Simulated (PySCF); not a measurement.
# Fe, Fe⁺, Fe²⁺: ionisation energies in x2c-TZVPPall plus 1 even-tempered diffuse shell per l

Each state of iron is computed at each level; their differences give the ionisation energy. How far do the methods differ?

Program: PySCF 2.14.0. Level of theory: unrestricted determinants in a Gaussian basis, no spin-orbit coupling in the energies. These are calculated values, not measurements, unless marked.

**1. The system**

* Element: iron (Z = 26)
* Basis: x2c-TZVPPall with one added diffuse shell each of s, p, d, f type (7s6p5d3f1g, 80 functions)
* Hamiltonian: the spin-free X2C one-electron Hamiltonian (Gaussian nucleus)
* State 1: Fe: [Ar] 3d6 4s2, high-spin 5D determinant
* State 2: Fe⁺: [Ar] 3d6 4s1, high-spin 6D determinant
* State 3: Fe²⁺: [Ar] 3d6, high-spin 5D determinant
* Methods: UHF, LDA, PBE, PBE0, r2SCAN, TPSSh, wB97X-V, HSE06, BHandHLYP, MP2
* Core shells frozen in the correlated runs: valence: [Ar]; valence and next inner shell: [Ne] (for Fe)

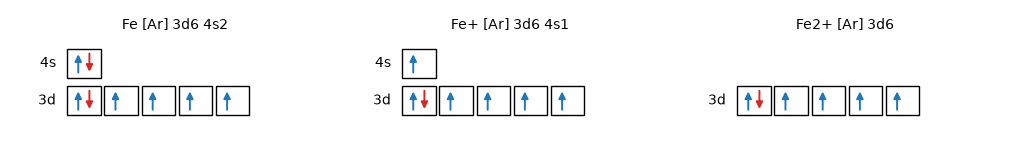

Outer shells as boxes.

The runs were made by one driver on top of PySCF. The scripts below sum up each run's settings (the driver also hands on starting orbitals that pick excited configurations, and frozen orbitals as a list rather than a count), and the logs come from the driver's own runs. The driver starts from symmetry-adapted Hartree-Fock orbitals, holds the occupation by maximum overlap and uses a logarithmic radial grid for functionals, so a plain start would take other cycles.

The integrals over 80 functions and the set-up took 0.67 s of CPU time.

**2. Fe: the ladder of methods**

UHF:

File input.py:

```python
from pyscf import gto, scf, dft, mp, cc
import basis_set_exchange as bse
mol = gto.M(atom="Fe 0 0 0", charge=0, spin=4, symmetry="D2h",
            basis=gto.basis.parse(bse.get_basis("x2c-TZVPPall", elements=["Fe"], fmt="nwchem", augment_diffuse=1)),
            nucmod="G")
mf = scf.UHF(mol).sfx2c1e()
mf.irrep_nelec = {'Ag': (6, 4), 'B1g': (1, 1), 'B2g': (1, 0), 'B3g': (1, 0), 'B1u': (2, 2), 'B2u': (2, 2), 'B3u': (2, 2)}
mf.kernel()
```

Log:

```text
damping factor = 0
level_shift factor = 0
DIIS = <class 'pyscf.scf.diis.CDIIS'>
diis_start_cycle = 1
diis_space = 10
diis_damp = 0
SCF conv_tol = 1e-09
SCF conv_tol_grad = None
number electrons alpha = 15  beta = 11
cycle= 1 E= -1271.33789264022  delta_E= -0.00447  |g|= 0.0241  |ddm|= 0.0323
cycle= 2 E= -1271.33800003249  delta_E= -0.000107  |g|= 0.00482  |ddm|= 0.0063
cycle= 3 E= -1271.33800858167  delta_E= -8.55e-06  |g|= 0.0013  |ddm|= 0.00306
cycle= 4 E= -1271.33800947767  delta_E= -8.96e-07  |g|= 0.00069  |ddm|= 0.000901
cycle= 5 E= -1271.33800992844  delta_E= -4.51e-07  |g|= 0.000145  |ddm|= 0.00101
cycle= 6 E= -1271.33800996719  delta_E= -3.88e-08  |g|= 4.03e-05  |ddm|= 0.000331
cycle= 7 E= -1271.33800997423  delta_E= -7.04e-09  |g|= 1.85e-05  |ddm|= 0.000143
cycle= 8 E= -1271.33800997618  delta_E= -1.95e-09  |g|= 4.2e-06  |ddm|= 9.54e-05
cycle= 9 E= -1271.33800997626  delta_E= -7.37e-11  |g|= 7.8e-07  |ddm|= 1.91e-05
converged SCF energy = -1271.33800997626  <S^2> = 6.0167744  2S+1 = 5.0067053
```

CPU time 5.7 s on a shared host, the integrals not counted.

The occupied shells:

```csv
shell,electrons,mean orbital energy (eV),spread (eV),rms radius (bohr)
1s α,1,-7175.4,0,0.0675
1s β,1,-7175.3,0,0.0675
2s α,1,-884.35,0,0.288
2s β,1,-881.10,0,0.288
2p α,3,-750.09,0.891,0.260
2p β,3,-746.86,0.003,0.260
3s α,1,-120.49,0,0.871
3s β,1,-110.86,0,0.871
3p α,3,-80.874,2.008,0.937
3p β,3,-69.279,1.484,0.937
3d α,5,-18.312,2.360,1.23
3d β,1,-12.705,0,1.23
4s α,1,-7.676,0,3.49
4s β,1,-6.659,0,3.49
```

⟨S²⟩ = 6.017, ⟨L²⟩ = 6.02.

Spin-orbit constants on these orbitals (cm⁻¹; bare nucleus, screened nucleus, mean field): 3d 764.6, 470.5, 421.3. To first order in LS coupling the lowest level has J = 4 and lies 0.0522 eV below the centre of the term.

LDA:

input.py, as changed from the run before:

```diff
@@ -5,3 +5,3 @@
             nucmod="G")
-mf = scf.UHF(mol).sfx2c1e()
+mf = dft.UKS(mol, xc="LDA,VWN").sfx2c1e()
 mf.irrep_nelec = {'Ag': (6, 4), 'B1g': (1, 1), 'B2g': (1, 0), 'B3g': (1, 0), 'B1u': (2, 2), 'B2u': (2, 2), 'B3u': (2, 2)}
```

Log:

```text
damping factor = 0
level_shift factor = 0
DIIS = <class 'pyscf.scf.diis.CDIIS'>
diis_start_cycle = 1
diis_space = 10
diis_damp = 0
SCF conv_tol = 1e-09
SCF conv_tol_grad = None
number electrons alpha = 15  beta = 11
XC functionals = LDA,VWN
    P. A. M. Dirac.,  Math. Proc. Cambridge Philos. Soc. 26, 376 (1930)
    F. Bloch.,  Z. Phys. 57, 545 (1929)
    S. H. Vosko, L. Wilk, and M. Nusair.,  Can. J. Phys. 58, 1200 (1980)
cycle= 1 E= -1270.05622934434  delta_E= -0.0254  |g|= 0.144  |ddm|= 0.513
cycle= 2 E= -1270.04980517184  delta_E= 0.00642  |g|= 0.201  |ddm|= 0.353
cycle= 3 E= -1270.05711695563  delta_E= -0.00731  |g|= 0.0389  |ddm|= 0.0984
cycle= 4 E= -1270.05745860108  delta_E= -0.000342  |g|= 0.0126  |ddm|= 0.028
cycle= 5 E= -1270.05749238592  delta_E= -3.38e-05  |g|= 0.00101  |ddm|= 0.0229
cycle= 6 E= -1270.05749271045  delta_E= -3.25e-07  |g|= 0.00019  |ddm|= 0.00151
cycle= 7 E= -1270.05749271933  delta_E= -8.87e-09  |g|= 6.02e-05  |ddm|= 0.000335
cycle= 8 E= -1270.05749288051  delta_E= -1.61e-07  |g|= 0.000424  |ddm|= 0.00663
cycle= 9 E= -1270.05749273669  delta_E= 1.44e-07  |g|= 0.000135  |ddm|= 0.00873
cycle= 10 E= -1270.05749272038  delta_E= 1.63e-08  |g|= 8.44e-06  |ddm|= 0.00215
cycle= 11 E= -1270.05749272039  delta_E= -1.32e-11  |g|= 4.14e-06  |ddm|= 6.27e-05
converged SCF energy = -1270.05749272039  <S^2> = 6.0095466  2S+1 = 5.0038172
```

It used 0.97 s of CPU time after the integrals (shared host).

PBE:

input.py, as changed from the run before:

```diff
@@ -5,3 +5,3 @@
             nucmod="G")
-mf = dft.UKS(mol, xc="LDA,VWN").sfx2c1e()
+mf = dft.UKS(mol, xc="PBE").sfx2c1e()
 mf.irrep_nelec = {'Ag': (6, 4), 'B1g': (1, 1), 'B2g': (1, 0), 'B3g': (1, 0), 'B1u': (2, 2), 'B2u': (2, 2), 'B3u': (2, 2)}
```

Log:

```text
damping factor = 0
level_shift factor = 0
DIIS = <class 'pyscf.scf.diis.CDIIS'>
diis_start_cycle = 1
diis_space = 10
diis_damp = 0
SCF conv_tol = 1e-09
SCF conv_tol_grad = None
number electrons alpha = 15  beta = 11
XC functionals = PBE
    J. P. Perdew, K. Burke, and M. Ernzerhof.,  Phys. Rev. Lett. 77, 3865 (1996)
    J. P. Perdew, K. Burke, and M. Ernzerhof.,  Phys. Rev. Lett. 78, 1396 (1997)
    J. P. Perdew, K. Burke, and M. Ernzerhof.,  Phys. Rev. Lett. 77, 3865 (1996)
    J. P. Perdew, K. Burke, and M. Ernzerhof.,  Phys. Rev. Lett. 78, 1396 (1997)
cycle= 1 E= -1272.36023812155  delta_E= -0.0169  |g|= 0.159  |ddm|= 0.376
cycle= 2 E= -1272.3482540586  delta_E= 0.012  |g|= 0.288  |ddm|= 0.261
cycle= 3 E= -1272.36535925341  delta_E= -0.0171  |g|= 0.00689  |ddm|= 0.143
cycle= 4 E= -1272.36534776323  delta_E= 1.15e-05  |g|= 0.00113  |ddm|= 0.0285
cycle= 5 E= -1272.36534791716  delta_E= -1.54e-07  |g|= 0.000169  |ddm|= 0.0029
cycle= 6 E= -1272.36534791182  delta_E= 5.34e-09  |g|= 8.42e-05  |ddm|= 0.000792
cycle= 7 E= -1272.36534791323  delta_E= -1.41e-09  |g|= 1.7e-05  |ddm|= 0.000202
cycle= 8 E= -1272.36534791331  delta_E= -8.09e-11  |g|= 1.29e-06  |ddm|= 1.9e-05
converged SCF energy = -1272.36534791331  <S^2> = 6.0092787  2S+1 = 5.0037101
```

CPU time 1.4 s on a shared host, the integrals not counted.

PBE0:

input.py, as changed from the run before:

```diff
@@ -5,3 +5,3 @@
             nucmod="G")
-mf = dft.UKS(mol, xc="PBE").sfx2c1e()
+mf = dft.UKS(mol, xc="PBE0").sfx2c1e()
 mf.irrep_nelec = {'Ag': (6, 4), 'B1g': (1, 1), 'B2g': (1, 0), 'B3g': (1, 0), 'B1u': (2, 2), 'B2u': (2, 2), 'B3u': (2, 2)}
```

Log:

```text
damping factor = 0
level_shift factor = 0
DIIS = <class 'pyscf.scf.diis.CDIIS'>
diis_start_cycle = 1
diis_space = 10
diis_damp = 0
SCF conv_tol = 1e-09
SCF conv_tol_grad = None
number electrons alpha = 15  beta = 11
XC functionals = PBE0
    C. Adamo and V. Barone.,  J. Chem. Phys. 110, 6158 (1999)
    M. Ernzerhof and G. E. Scuseria.,  J. Chem. Phys. 110, 5029 (1999)
cycle= 1 E= -1272.38116222333  delta_E= -0.0121  |g|= 0.0722  |ddm|= 0.251
cycle= 2 E= -1272.38044164625  delta_E= 0.000721  |g|= 0.0952  |ddm|= 0.124
cycle= 3 E= -1272.3822348691  delta_E= -0.00179  |g|= 0.00499  |ddm|= 0.0446
cycle= 4 E= -1272.3822400275  delta_E= -5.16e-06  |g|= 0.000879  |ddm|= 0.00532
cycle= 5 E= -1272.38224024645  delta_E= -2.19e-07  |g|= 0.000107  |ddm|= 0.00127
cycle= 6 E= -1272.38224025549  delta_E= -9.04e-09  |g|= 1.91e-05  |ddm|= 0.000206
cycle= 7 E= -1272.38224025947  delta_E= -3.98e-09  |g|= 1.71e-05  |ddm|= 0.000131
cycle= 8 E= -1272.38224027076  delta_E= -1.13e-08  |g|= 1.04e-05  |ddm|= 0.00051
cycle= 9 E= -1272.38224027535  delta_E= -4.6e-09  |g|= 7.45e-07  |ddm|= 0.000582
cycle= 10 E= -1272.38224027536  delta_E= -2.73e-12  |g|= 8.2e-08  |ddm|= 1.07e-05
converged SCF energy = -1272.38224027536  <S^2> = 6.0097299  2S+1 = 5.0038904
```

It used 2.1 s of CPU time after the integrals (shared host).

r2SCAN:

input.py, as changed from the run before:

```diff
@@ -5,3 +5,3 @@
             nucmod="G")
-mf = dft.UKS(mol, xc="PBE0").sfx2c1e()
+mf = dft.UKS(mol, xc="R2SCAN").sfx2c1e()
 mf.irrep_nelec = {'Ag': (6, 4), 'B1g': (1, 1), 'B2g': (1, 0), 'B3g': (1, 0), 'B1u': (2, 2), 'B2u': (2, 2), 'B3u': (2, 2)}
```

Log:

```text
damping factor = 0
level_shift factor = 0
DIIS = <class 'pyscf.scf.diis.CDIIS'>
diis_start_cycle = 1
diis_space = 10
diis_damp = 0
SCF conv_tol = 1e-09
SCF conv_tol_grad = None
number electrons alpha = 15  beta = 11
XC functionals = R2SCAN
    J. W. Furness, A. D. Kaplan, J. Ning, J. P. Perdew, and J. Sun.,  J. Phys. Chem. Lett. 11, 8208-8215 (2020)
    J. W. Furness, A. D. Kaplan, J. Ning, J. P. Perdew, and J. Sun.,  J. Phys. Chem. Lett. 11, 9248-9248 (2020)
    J. W. Furness, A. D. Kaplan, J. Ning, J. P. Perdew, and J. Sun.,  J. Phys. Chem. Lett. 11, 8208-8215 (2020)
    J. W. Furness, A. D. Kaplan, J. Ning, J. P. Perdew, and J. Sun.,  J. Phys. Chem. Lett. 11, 9248-9248 (2020)
cycle= 1 E= -1272.5673450795  delta_E= -0.0148  |g|= 0.114  |ddm|= 0.296
cycle= 2 E= -1272.55549250524  delta_E= 0.0119  |g|= 0.25  |ddm|= 0.407
cycle= 3 E= -1272.57097810691  delta_E= -0.0155  |g|= 0.0177  |ddm|= 0.45
cycle= 4 E= -1272.57222399431  delta_E= -0.00125  |g|= 0.0447  |ddm|= 0.14
cycle= 5 E= -1272.57210070799  delta_E= 0.000123  |g|= 0.044  |ddm|= 0.0119
cycle= 6 E= -1272.57381324664  delta_E= -0.00171  |g|= 0.0437  |ddm|= 0.183
cycle= 7 E= -1272.57440115997  delta_E= -0.000588  |g|= 0.0206  |ddm|= 0.0493
cycle= 8 E= -1272.57409572017  delta_E= 0.000305  |g|= 0.0476  |ddm|= 0.119
cycle= 9 E= -1272.57464835361  delta_E= -0.000553  |g|= 0.0119  |ddm|= 0.0335
cycle= 10 E= -1272.57468953214  delta_E= -4.12e-05  |g|= 0.00146  |ddm|= 0.0161
cycle= 11 E= -1272.57468996523  delta_E= -4.33e-07  |g|= 0.000827  |ddm|= 0.00168
cycle= 12 E= -1272.574690153  delta_E= -1.88e-07  |g|= 0.000106  |ddm|= 0.000979
cycle= 13 E= -1272.57469015612  delta_E= -3.12e-09  |g|= 1.92e-05  |ddm|= 0.000113
cycle= 14 E= -1272.57469015624  delta_E= -1.18e-10  |g|= 1.05e-06  |ddm|= 3.36e-05
converged SCF energy = -1272.57469015624  <S^2> = 6.0205527  2S+1 = 5.0082143
```

It used 4.4 s of CPU time after the integrals (shared host).

⟨L²⟩ = 7.88 against 6 for a pure D term, so this real determinant mixes terms. The s, p, d and f populations moved away from the nominal configuration during the SCF.

TPSSh:

input.py, as changed from the run before:

```diff
@@ -5,3 +5,3 @@
             nucmod="G")
-mf = dft.UKS(mol, xc="R2SCAN").sfx2c1e()
+mf = dft.UKS(mol, xc="TPSSH").sfx2c1e()
 mf.irrep_nelec = {'Ag': (6, 4), 'B1g': (1, 1), 'B2g': (1, 0), 'B3g': (1, 0), 'B1u': (2, 2), 'B2u': (2, 2), 'B3u': (2, 2)}
```

Log:

```text
damping factor = 0
level_shift factor = 0
DIIS = <class 'pyscf.scf.diis.CDIIS'>
diis_start_cycle = 1
diis_space = 10
diis_damp = 0
SCF conv_tol = 1e-09
SCF conv_tol_grad = None
number electrons alpha = 15  beta = 11
XC functionals = TPSSH
    V. N. Staroverov, G. E. Scuseria, J. Tao, and J. P. Perdew.,  J. Chem. Phys. 119, 12129 (2003)
cycle= 1 E= -1272.60595389242  delta_E= -0.0146  |g|= 0.119  |ddm|= 0.283
cycle= 2 E= -1272.59961636187  delta_E= 0.00634  |g|= 0.223  |ddm|= 0.293
cycle= 3 E= -1272.60949278345  delta_E= -0.00988  |g|= 0.00725  |ddm|= 0.134
cycle= 4 E= -1272.60996013617  delta_E= -0.000467  |g|= 0.0142  |ddm|= 0.0653
cycle= 5 E= -1272.61003434167  delta_E= -7.42e-05  |g|= 0.0151  |ddm|= 0.00947
cycle= 6 E= -1272.60860788033  delta_E= 0.00143  |g|= 0.033  |ddm|= 0.197
cycle= 7 E= -1272.60768523779  delta_E= 0.000923  |g|= 0.0716  |ddm|= 0.176
cycle= 8 E= -1272.60762623178  delta_E= 5.9e-05  |g|= 0.0686  |ddm|= 0.0521
cycle= 9 E= -1272.60812932302  delta_E= -0.000503  |g|= 0.0532  |ddm|= 0.0149
cycle= 10 E= -1272.60879814153  delta_E= -0.000669  |g|= 0.00689  |ddm|= 0.0525
cycle= 11 E= -1272.6088010273  delta_E= -2.89e-06  |g|= 0.00254  |ddm|= 0.0262
cycle= 12 E= -1272.60880200788  delta_E= -9.81e-07  |g|= 0.000526  |ddm|= 0.00548
cycle= 13 E= -1272.60880207459  delta_E= -6.67e-08  |g|= 1.77e-05  |ddm|= 0.000705
cycle= 14 E= -1272.60880207415  delta_E= 4.37e-10  |g|= 2.56e-05  |ddm|= 0.000293
converged SCF energy = -1272.60880207415  <S^2> = 6.0090388  2S+1 = 5.0036142
```

CPU time 5 s on a shared host, the integrals not counted.

wB97X-V:

input.py, as changed from the run before:

```diff
@@ -5,3 +5,3 @@
             nucmod="G")
-mf = dft.UKS(mol, xc="TPSSH").sfx2c1e()
+mf = dft.UKS(mol, xc="WB97X_V").sfx2c1e()
 mf.irrep_nelec = {'Ag': (6, 4), 'B1g': (1, 1), 'B2g': (1, 0), 'B3g': (1, 0), 'B1u': (2, 2), 'B2u': (2, 2), 'B3u': (2, 2)}
```

Log:

```text
damping factor = 0
level_shift factor = 0
DIIS = <class 'pyscf.scf.diis.CDIIS'>
diis_start_cycle = 1
diis_space = 10
diis_damp = 0
SCF conv_tol = 1e-09
SCF conv_tol_grad = None
number electrons alpha = 15  beta = 11
XC functionals = WB97X_V
    N. Mardirossian and M. Head-Gordon.,  Phys. Chem. Chem. Phys. 16, 9904-9924 (2014)
NLC functional = WB97X_V
cycle= 1 E= -1272.45317176101  delta_E= -0.0128  |g|= 0.0582  |ddm|= 0.191
cycle= 2 E= -1272.45385448058  delta_E= -0.000683  |g|= 0.0513  |ddm|= 0.117
cycle= 3 E= -1272.454400685  delta_E= -0.000546  |g|= 0.00969  |ddm|= 0.0226
cycle= 4 E= -1272.45446730476  delta_E= -6.66e-05  |g|= 0.00133  |ddm|= 0.0307
cycle= 5 E= -1272.45447724225  delta_E= -9.94e-06  |g|= 0.00104  |ddm|= 0.00623
cycle= 6 E= -1272.45448901375  delta_E= -1.18e-05  |g|= 0.000966  |ddm|= 0.00591
cycle= 7 E= -1272.45454755894  delta_E= -5.85e-05  |g|= 0.00128  |ddm|= 0.0399
cycle= 8 E= -1272.4545571811  delta_E= -9.62e-06  |g|= 0.00057  |ddm|= 0.0106
cycle= 9 E= -1272.45456821958  delta_E= -1.1e-05  |g|= 0.000944  |ddm|= 0.0293
cycle= 10 E= -1272.4545683685  delta_E= -1.49e-07  |g|= 0.000413  |ddm|= 0.00221
cycle= 11 E= -1272.45456846735  delta_E= -9.88e-08  |g|= 6.8e-05  |ddm|= 0.0022
cycle= 12 E= -1272.45456846885  delta_E= -1.5e-09  |g|= 1.14e-06  |ddm|= 0.000146
cycle= 13 E= -1272.45456846885  delta_E= -3.18e-12  |g|= 6.02e-08  |ddm|= 5.44e-06
converged SCF energy = -1272.45456846885  <S^2> = 6.0065885  2S+1 = 5.0026347
```

CPU time 4.2 s on a shared host, the integrals not counted.

HSE06:

input.py, as changed from the run before:

```diff
@@ -5,3 +5,3 @@
             nucmod="G")
-mf = dft.UKS(mol, xc="WB97X_V").sfx2c1e()
+mf = dft.UKS(mol, xc="HSE06").sfx2c1e()
 mf.irrep_nelec = {'Ag': (6, 4), 'B1g': (1, 1), 'B2g': (1, 0), 'B3g': (1, 0), 'B1u': (2, 2), 'B2u': (2, 2), 'B3u': (2, 2)}
```

Log:

```text
damping factor = 0
level_shift factor = 0
DIIS = <class 'pyscf.scf.diis.CDIIS'>
diis_start_cycle = 1
diis_space = 10
diis_damp = 0
SCF conv_tol = 1e-09
SCF conv_tol_grad = None
number electrons alpha = 15  beta = 11
XC functionals = HSE06
    J. Heyd, G. E. Scuseria, and M. Ernzerhof.,  J. Chem. Phys. 118, 8207 (2003)
    J. Heyd, G. E. Scuseria, and M. Ernzerhof.,  J. Chem. Phys. 124, 219906 (2006)
    A. V. Krukau, O. A. Vydrov, A. F. Izmaylov, and G. E. Scuseria.,  J. Chem. Phys. 125, 224106 (2006)
cycle= 1 E= -1272.4002780795  delta_E= -0.0126  |g|= 0.0892  |ddm|= 0.284
cycle= 2 E= -1272.39857193142  delta_E= 0.00171  |g|= 0.128  |ddm|= 0.136
cycle= 3 E= -1272.40183280069  delta_E= -0.00326  |g|= 0.00393  |ddm|= 0.0629
cycle= 4 E= -1272.40183742302  delta_E= -4.62e-06  |g|= 0.000725  |ddm|= 0.00397
cycle= 5 E= -1272.40183996442  delta_E= -2.54e-06  |g|= 0.000354  |ddm|= 0.00328
cycle= 6 E= -1272.40184155615  delta_E= -1.59e-06  |g|= 0.000281  |ddm|= 0.0036
cycle= 7 E= -1272.40184567194  delta_E= -4.12e-06  |g|= 0.000235  |ddm|= 0.0151
cycle= 8 E= -1272.40184582073  delta_E= -1.49e-07  |g|= 8.36e-05  |ddm|= 0.00354
cycle= 9 E= -1272.4018458223  delta_E= -1.57e-09  |g|= 3.38e-05  |ddm|= 0.000137
cycle= 10 E= -1272.40184582263  delta_E= -3.21e-10  |g|= 1.54e-06  |ddm|= 6.67e-05
converged SCF energy = -1272.40184582263  <S^2> = 6.0100766  2S+1 = 5.004029
```

It used 3.6 s of CPU time after the integrals (shared host).

BHandHLYP:

input.py, as changed from the run before:

```diff
@@ -5,3 +5,3 @@
             nucmod="G")
-mf = dft.UKS(mol, xc="HSE06").sfx2c1e()
+mf = dft.UKS(mol, xc="BHANDHLYP").sfx2c1e()
 mf.irrep_nelec = {'Ag': (6, 4), 'B1g': (1, 1), 'B2g': (1, 0), 'B3g': (1, 0), 'B1u': (2, 2), 'B2u': (2, 2), 'B3u': (2, 2)}
```

Log:

```text
damping factor = 0
level_shift factor = 0
DIIS = <class 'pyscf.scf.diis.CDIIS'>
diis_start_cycle = 1
diis_space = 10
diis_damp = 0
SCF conv_tol = 1e-09
SCF conv_tol_grad = None
number electrons alpha = 15  beta = 11
XC functionals = BHANDHLYP
    A. D. Becke.,  J. Chem. Phys. 98, 1372 (1993)
    Defined through Gaussian implementation.
cycle= 1 E= -1272.58275222373  delta_E= -0.00819  |g|= 0.0303  |ddm|= 0.208
cycle= 2 E= -1272.58294238908  delta_E= -0.00019  |g|= 0.0239  |ddm|= 0.0625
cycle= 3 E= -1272.58305811261  delta_E= -0.000116  |g|= 0.00597  |ddm|= 0.0117
cycle= 4 E= -1272.58307044887  delta_E= -1.23e-05  |g|= 0.000719  |ddm|= 0.00821
cycle= 5 E= -1272.58307266567  delta_E= -2.22e-06  |g|= 0.000405  |ddm|= 0.00267
cycle= 6 E= -1272.58307413868  delta_E= -1.47e-06  |g|= 0.000158  |ddm|= 0.00295
cycle= 7 E= -1272.58307443591  delta_E= -2.97e-07  |g|= 2.91e-05  |ddm|= 0.00181
cycle= 8 E= -1272.58307444021  delta_E= -4.3e-09  |g|= 2.14e-06  |ddm|= 0.000234
cycle= 9 E= -1272.58307444022  delta_E= -7.5e-12  |g|= 3.57e-07  |ddm|= 9.16e-06
converged SCF energy = -1272.58307444022  <S^2> = 6.0077412  2S+1 = 5.0030955
```

CPU time 1.8 s on a shared host, the integrals not counted.

**3. Fe, continued**

MP2 (valence):

Edit input.py of step 2 so:

```diff
@@ -5,4 +5,5 @@
             nucmod="G")
-mf = dft.UKS(mol, xc="BHANDHLYP").sfx2c1e()
+mf = scf.UHF(mol).sfx2c1e()
 mf.irrep_nelec = {'Ag': (6, 4), 'B1g': (1, 1), 'B2g': (1, 0), 'B3g': (1, 0), 'B1u': (2, 2), 'B2u': (2, 2), 'B3u': (2, 2)}
 mf.kernel()
+mp.UMP2(mf, frozen=9).kernel()
```

This step left no log, only its results.

It used 0.21 s of CPU time after the integrals (shared host).

With 8 electrons correlated, the MP2 correlation energy is -0.18276 hartree (-0.08683 same spin, -0.09592 opposite spin); the SCS form gives -0.14405. Largest pairs of shells: 3d-3d -0.1264, 3d-4s -0.0340, 4s-4s -0.0224.

MP2 (valence and next inner shell):

input.py, as changed from the run before:

```diff
@@ -8,2 +8,2 @@
 mf.kernel()
-mp.UMP2(mf, frozen=9).kernel()
+mp.UMP2(mf, frozen=5).kernel()
```

This step left no log, only its results.

CPU time 0.28 s on a shared host, the integrals not counted.

With 16 electrons correlated, the MP2 correlation energy is -0.51839 hartree (-0.17644 same spin, -0.34196 opposite spin); the SCS form gives -0.46916. Largest pairs of shells: 3p-3d -0.1876, 3d-3d -0.1264, 3p-3p -0.0687, 3d-4s -0.0340, 3s-3d -0.0314.

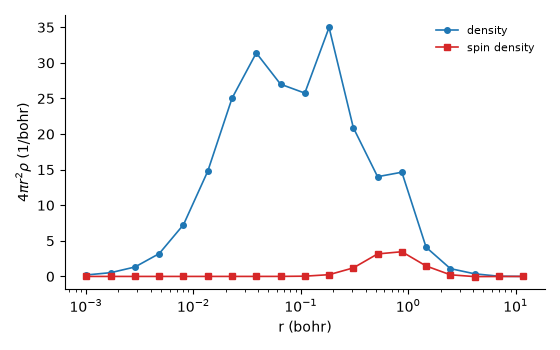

Radial density 4πr²ρ of Fe at UHF, at 19 stored radii joined by straight lines.

(Part 1 of 3 ends here.)
